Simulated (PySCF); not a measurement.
```xyz
7

Re   -0.3972    0.4004   -0.4085
H    -0.0769    0.0782    1.1349
H     0.4967   -0.4941   -1.4299
H     1.1423    0.0721   -0.0750
H     0.4918    1.4288    0.4822
H    -1.4279   -0.4872    0.4807
H    -0.0727   -1.1404   -0.0771
```

Core potentials replace the inner electrons of Re.

These are results of RKS BP86, Re def2-SVP with ECP60, H def2-SVP; non-relativistic Hamiltonian with scalar-relativistic core potentials where named; density fitting in PySCF, not measurements.

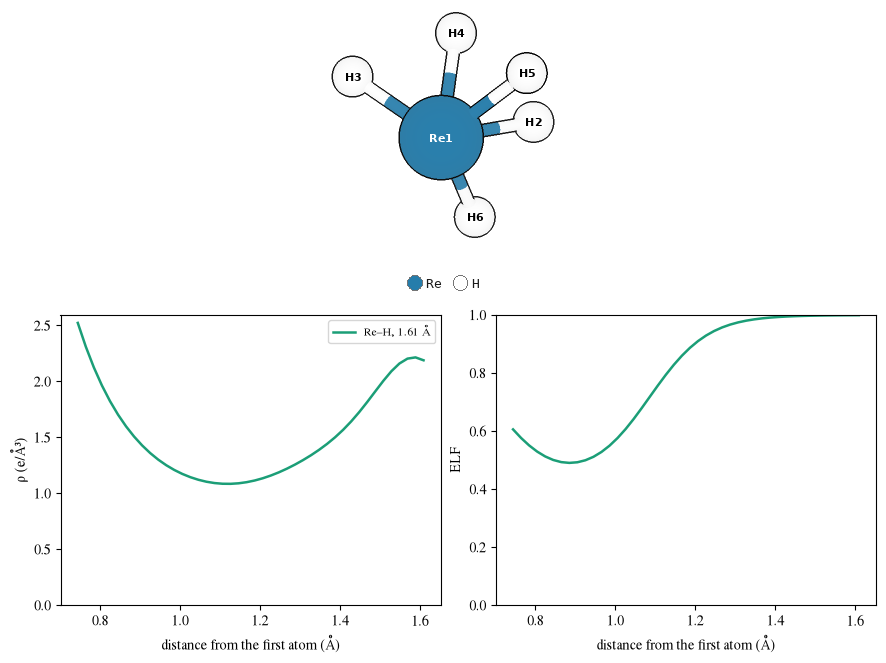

H₆Re (charge +1). Electron density and ELF along straight lines between neighbouring atoms. The curves leave out the atomic cores. The structure is drawn too.

Q: What can be read from the curves?

A: Re–H (1.61 Å): ρ at the midpoint is about 2 e/Å³; the ELF climbs to about 1 towards the hydrogen.
